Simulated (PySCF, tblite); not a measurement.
# 3,3,3-trifluoropropanal (C₃H₃F₃O): dynamics, then NMR shifts on frames, part 2 of 2

tblite 0.8.0 and PySCF 2.14.0. Atoms count from 0. Earlier steps stand in the parts before.

## Step 5: NMR shieldings: 625 fs, PBE0/pcSseg-1

Job settings and geometry (Å):

```
{"job": {"kind": "nmr", "xc": "PBE0", "basis": "pcSseg-1", "pop": false}, "charge": 0, "multiplicity": 1}
O      2.121800     0.840800     0.086000
C      0.937700     0.623200     0.101200
C      0.358100    -0.778700     0.473500
C     -1.053900    -0.763600     0.003100
F     -1.073200    -0.657700    -1.338300
F     -1.662900    -1.882800     0.347400
F     -1.807700     0.213800     0.536900
H      0.131600     1.216300    -0.348200
H      0.495700    -0.916400     1.521000
H      0.945800    -1.516300    -0.129900
```

With the program's defaults for keys left out, this is: GIAO PBE0/pcSseg-1 NMR shielding, non-relativistic, gas phase.

What it wrote:

```text
coarse grid: 9464 points
cycle   1  E = -490.0301585187  dE =  1.213e+00  |g| = 1.124e+00  |ddm| = 2.740e+00
cycle   2  E = -489.4413423452  dE =  5.888e-01  |g| = 2.131e+00  |ddm| = 2.384e+00
cycle   3  E = -490.2416443314  dE = -8.003e-01  |g| = 2.857e-01  |ddm| = 1.904e+00
cycle   4  E = -490.2557088863  dE = -1.406e-02  |g| = 9.256e-02  |ddm| = 2.149e-01
cycle   5  E = -490.2570152089  dE = -1.306e-03  |g| = 2.000e-02  |ddm| = 5.954e-02
cycle   6  E = -490.2570919637  dE = -7.675e-05  |g| = 5.811e-03  |ddm| = 1.559e-02
cycle   7  E = -490.2570984183  dE = -6.455e-06  |g| = 1.333e-03  |ddm| = 4.667e-03
final grid: 95760 points
cycle   8  E = -490.3273617770  dE = -2.085e-05  |g| = 1.283e-02  |ddm| = 2.193e-02
cycle   9  E = -490.3272702495  dE =  9.153e-05  |g| = 2.578e-02  |ddm| = 2.444e-02
cycle  10  E = -490.3273915267  dE = -1.213e-04  |g| = 1.673e-03  |ddm| = 1.717e-02
cycle  11  E = -490.3273920515  dE = -5.248e-07  |g| = 2.700e-04  |ddm| = 1.121e-03
cycle  12  E = -490.3273920605  dE = -8.989e-09  |g| = 1.032e-04  |ddm| = 2.022e-04
cycle  13  E = -490.3273920622  dE = -1.667e-09  |g| = 2.348e-05  |ddm| = 7.564e-05
cycle  14  E = -490.3273920623  dE = -1.083e-10  |g| = 7.026e-06  |ddm| = 2.032e-05
converged SCF energy = -490.3273920623

GIAO shielding tensors (ppm)
atom      isotropic    diamagn.    paramagn.     s11        s22        s33       span
  0 O     -414.611     396.181    -810.792  -1119.960   -496.130    372.258   1492.218
  1 C      -21.329     251.060    -272.389   -110.645    -43.875     90.532    201.178
  2 C      132.681     255.534    -122.853    122.695    124.475    150.875     28.180
  3 C       53.636     240.667    -187.031     50.730     52.811     57.369      6.639
  4 F      246.667     475.029    -228.362    163.556    243.728    332.718    169.162
  5 F      254.241     470.128    -215.887    172.749    261.593    328.380    155.631
  6 F      255.304     474.520    -219.217    172.984    255.410    337.517    164.533
  7 H       21.125      29.483      -8.358     16.723     20.039     26.614      9.891
  8 H       29.325      30.070      -0.745     26.214     28.627     33.133      6.920
  9 H       28.113      29.192      -1.079     24.869     27.695     31.774      6.905
```

Wall time 9.6 s (1 thread, shared host).

In short: δ C1 208.3, C3 133.3, C2 54.2, O0 750.7, H7 10.59, H9 3.60 ppm.

## Step 6: Shielding tensors: 800 fs, PBE0/pcSseg-1

Job settings and geometry (Å):

```
{"job": {"kind": "nmr", "xc": "PBE0", "basis": "pcSseg-1", "pop": false}, "charge": 0, "multiplicity": 1}
O      1.882900     1.009800    -0.380100
C      0.784800     1.064400     0.005200
C      0.219500    -0.063800     0.972100
C     -1.236500    -0.390800     0.468100
F     -1.342000    -0.165500    -0.928900
F     -1.767600    -1.558400     0.714400
F     -2.034000     0.538400     1.015600
H      0.112100     1.852800    -0.157500
H      0.117500     0.232900     2.028200
H      0.838700    -0.988600     0.830200
```

With the program's defaults for keys left out, this is: GIAO PBE0/pcSseg-1 NMR shielding, non-relativistic, gas phase.

What it wrote:

```text
coarse grid: 9464 points
cycle   1  E = -490.0183427986  dE =  1.104e+00  |g| = 1.130e+00  |ddm| = 2.699e+00
cycle   2  E = -489.4812616784  dE =  5.371e-01  |g| = 2.093e+00  |ddm| = 2.141e+00
cycle   3  E = -490.2381468062  dE = -7.569e-01  |g| = 2.207e-01  |ddm| = 1.656e+00
cycle   4  E = -490.2457453339  dE = -7.599e-03  |g| = 9.986e-02  |ddm| = 1.766e-01
cycle   5  E = -490.2473687616  dE = -1.623e-03  |g| = 1.818e-02  |ddm| = 5.975e-02
cycle   6  E = -490.2474282243  dE = -5.946e-05  |g| = 6.061e-03  |ddm| = 1.419e-02
cycle   7  E = -490.2474345049  dE = -6.281e-06  |g| = 1.463e-03  |ddm| = 4.183e-03
final grid: 95760 points
cycle   8  E = -490.3203723724  dE = -2.333e-05  |g| = 1.257e-02  |ddm| = 1.923e-02
cycle   9  E = -490.3202979792  dE =  7.439e-05  |g| = 2.397e-02  |ddm| = 2.146e-02
cycle  10  E = -490.3204004039  dE = -1.024e-04  |g| = 1.301e-03  |ddm| = 1.471e-02
cycle  11  E = -490.3204006925  dE = -2.886e-07  |g| = 3.925e-04  |ddm| = 9.751e-04
cycle  12  E = -490.3204007136  dE = -2.103e-08  |g| = 8.511e-05  |ddm| = 2.370e-04
cycle  13  E = -490.3204007147  dE = -1.178e-09  |g| = 3.044e-05  |ddm| = 7.051e-05
cycle  14  E = -490.3204007149  dE = -1.620e-10  |g| = 9.182e-06  |ddm| = 2.166e-05
converged SCF energy = -490.3204007149

GIAO shielding tensors (ppm)
atom      isotropic    diamagn.    paramagn.     s11        s22        s33       span
  0 O     -353.420     397.364    -750.784   -980.437   -436.908    357.085   1337.521
  1 C       -0.331     246.634    -246.965    -90.637     -5.314     94.957    185.594
  2 C      124.175     254.626    -130.452    105.949    124.949    141.627     35.678
  3 C       46.760     241.634    -194.873     41.944     48.241     50.096      8.153
  4 F      218.637     477.012    -258.375    112.864    184.377    358.669    245.805
  5 F      246.973     470.098    -223.125    180.273    248.464    312.182    131.908
  6 F      230.580     473.396    -242.816    145.700    226.681    319.359    173.660
  7 H       22.473      29.533      -7.060     19.751     21.306     26.363      6.612
  8 H       27.992      28.662      -0.670     25.251     27.459     31.267      6.016
  9 H       28.181      29.905      -1.723     25.509     27.567     31.467      5.958
```

Run time: 9.5 s. Hardware: 1 thread, shared host.

This run: δ C1 187.3, C3 140.2, C2 62.8, O0 689.5, H7 9.24, H8 3.72 ppm.

## Step 7: NMR shieldings: 1000 fs, PBE0/pcSseg-1

Job settings and geometry (Å):

```
{"job": {"kind": "nmr", "xc": "PBE0", "basis": "pcSseg-1", "pop": false}, "charge": 0, "multiplicity": 1}
O      1.284800     1.552300    -0.887100
C      0.236900     1.418400    -0.331100
C     -0.196300     0.043300     0.290000
C     -1.605900    -0.074600     0.781000
F     -2.519100     0.177500    -0.079400
F     -1.836400    -1.349500     1.218700
F     -1.829400     0.791600     1.772100
H     -0.350600     2.316000    -0.064600
H      0.639300    -0.050000     1.047600
H      0.085900    -0.646600    -0.527800
```

Level: GIAO PBE0/pcSseg-1 NMR shielding, non-relativistic, gas phase.

What it wrote:

```text
coarse grid: 9464 points
cycle   1  E = -490.0292589062  dE =  1.219e+00  |g| = 1.127e+00  |ddm| = 2.732e+00
cycle   2  E = -489.4570280238  dE =  5.722e-01  |g| = 2.113e+00  |ddm| = 2.487e+00
cycle   3  E = -490.2413449164  dE = -7.843e-01  |g| = 2.775e-01  |ddm| = 2.007e+00
cycle   4  E = -490.2545768521  dE = -1.323e-02  |g| = 9.031e-02  |ddm| = 2.161e-01
cycle   5  E = -490.2558103240  dE = -1.233e-03  |g| = 2.034e-02  |ddm| = 5.810e-02
cycle   6  E = -490.2558900356  dE = -7.971e-05  |g| = 5.939e-03  |ddm| = 1.628e-02
cycle   7  E = -490.2558964333  dE = -6.398e-06  |g| = 1.425e-03  |ddm| = 4.435e-03
final grid: 95760 points
cycle   8  E = -490.3256721460  dE = -1.431e-05  |g| = 1.268e-02  |ddm| = 1.835e-02
cycle   9  E = -490.3255866554  dE =  8.549e-05  |g| = 2.512e-02  |ddm| = 2.440e-02
cycle  10  E = -490.3257007938  dE = -1.141e-04  |g| = 1.465e-03  |ddm| = 1.716e-02
cycle  11  E = -490.3257011619  dE = -3.681e-07  |g| = 2.677e-04  |ddm| = 9.704e-04
cycle  12  E = -490.3257011710  dE = -9.074e-09  |g| = 8.632e-05  |ddm| = 2.017e-04
cycle  13  E = -490.3257011722  dE = -1.247e-09  |g| = 1.973e-05  |ddm| = 6.962e-05
cycle  14  E = -490.3257011723  dE = -7.469e-11  |g| = 7.248e-06  |ddm| = 1.846e-05
converged SCF energy = -490.3257011723

GIAO shielding tensors (ppm)
atom      isotropic    diamagn.    paramagn.     s11        s22        s33       span
  0 O     -383.856     398.420    -782.277  -1047.573   -469.132    365.136   1412.709
  1 C      -15.614     247.652    -263.266   -104.568    -33.450     91.177    195.745
  2 C      130.639     253.681    -123.042    115.871    117.828    158.217     42.346
  3 C       58.512     240.965    -182.453     52.517     59.733     63.287     10.770
  4 F      269.856     470.964    -201.108    207.692    287.829    314.048    106.356
  5 F      238.636     472.891    -234.256    144.503    217.980    353.424    208.921
  6 F      252.342     472.381    -220.039    167.590    252.428    337.008    169.418
  7 H       21.543      27.312      -5.770     19.706     20.472     24.450      4.744
  8 H       27.547      29.454      -1.908     24.303     27.261     31.076      6.773
  9 H       28.182      30.941      -2.759     25.009     27.925     31.611      6.602
```

It took 9.3 s on 1 thread, shared host.

This run: δ C1 202.5, C3 128.4, C2 56.3, O0 719.9, H7 10.17, H8 4.17 ppm.

## Step 8: Run by run: NMR shifts

Shifts (ppm) of some atoms, chosen among heavy atoms and hydrogens apart, with basis size and wall time:

| frame | C1 | H7 | H8 | O0 | F5 | F4 | F6 | functions | time |
| --- | --- | --- | --- | --- | --- | --- | --- | --- | --- |
| 250 fs | 186.1 | 9.86 | 2.47 | 702.1 | -68.3 | -89.0 | -99.0 | 134 | 9.7 s |
| 425 fs | 193.4 | 10.13 | 3.52 | 700.6 | -93.7 | -70.4 | -70.7 | 134 | 9.2 s |
| 625 fs | 208.3 | 10.59 | 2.39 | 750.7 | -83.3 | -75.7 | -84.4 | 134 | 9.6 s |
| 800 fs | 187.3 | 9.24 | 3.72 | 689.5 | -76.0 | -47.7 | -59.6 | 134 | 9.5 s |
| 1000 fs | 202.5 | 10.17 | 4.17 | 719.9 | -67.7 | -98.9 | -81.4 | 134 | 9.3 s |

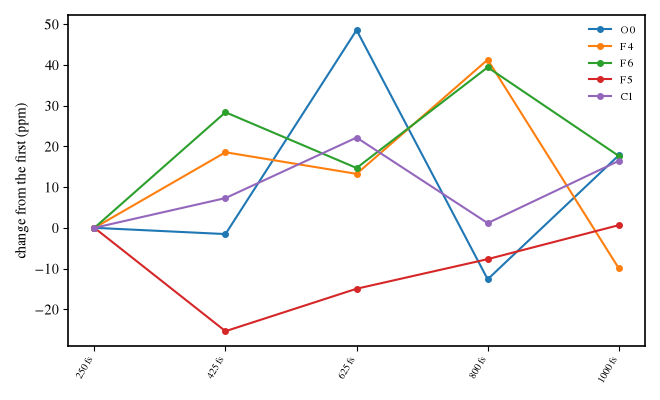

How five of the tabulated atoms move from run to run.

## Step 9: What came out

What follows sums up all 2 parts.

```
                                        quantity                    value
                                      thermostat                    300 K
                   mean temperature, second half                    312 K
         mean potential energy above the minimum                  0.29 eV
  13C shifts against TMS (PBE0/pcSseg-1, 250 fs)   186.1, 128.7, 55.6 ppm
   1H shifts against TMS (PBE0/pcSseg-1, 250 fs)     9.86, 3.70, 2.47 ppm
  17O shifts against H2O (PBE0/pcSseg-1, 250 fs)                702.1 ppm
19F shifts against CFCl3 (PBE0/pcSseg-1, 250 fs)  -68.3, -89.0, -99.0 ppm
                        range of the shift of O0       689.5 to 750.7 ppm
```

**Reading.** In the second half the potential energy averages 0.29 eV above the minimum; equipartition over 24 harmonic modes at 300 K would give 0.31 eV. With 10 atoms the temperature swings widely (103 to 417 K). Shifts at one fixed geometry are not the observed spectrum, which averages over the motion. In the first frame run (250 fs): The widest tensor belongs to O0: span 1366 ppm, with a paramagnetic part of -763 ppm. In ppm, O0 moves most: its shift spreads over 61.2 ppm, from 689.5 (800 fs) to 750.7 (625 fs).
